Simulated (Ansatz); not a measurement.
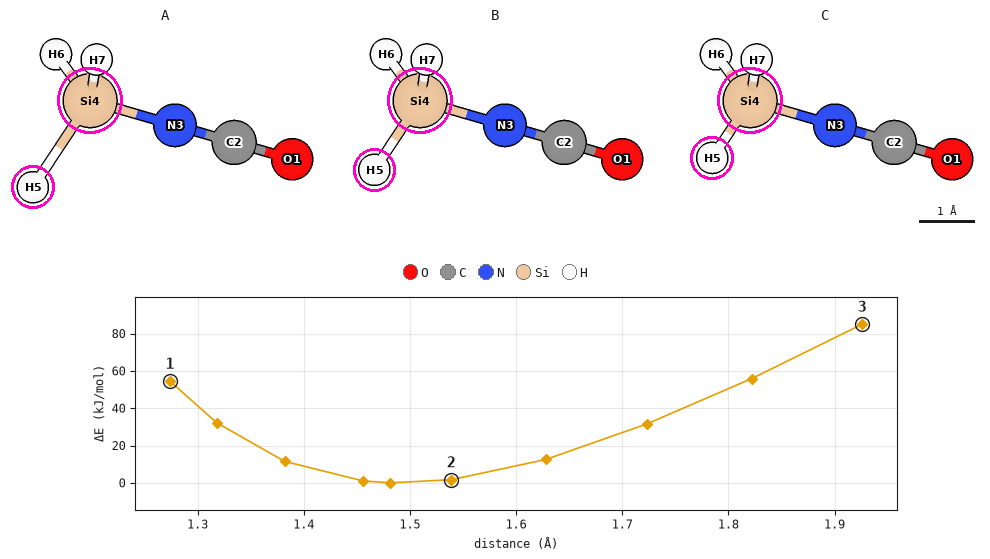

CH₃NOSi: the Si4–H5 distance is varied, with the rest of the molecule carried along rigidly. The frames are shuffled; the numbered points of the plot belong to them. Style: ball-and-stick. Shown from a free direction. The ringed atoms are those of the scanned coordinate.

Computed with Ansatz: PBE-D4, basis def2-TZVPP, on geometries moved rigidly from the minimum at PBE0-D4/def2-TZVP. Energies are counted from the PBE0-D4/def2-TZVP minimum geometry at the same level.

**Which frame belongs to which numbered point?**

Point 1 is frame C (the distance 1.274 Å, 54.5 kJ/mol); 2 is frame B (the distance 1.539 Å, 1.7 kJ/mol); 3 is frame A (the distance 1.926 Å, 85.0 kJ/mol). The lowest computed point lies at the distance 1.482 Å (0.0 kJ/mol). The curvature at the lowest point is about 18 eV/Å² (2.9 mdyn/Å). The well is steeper on the short side, as for any bond.
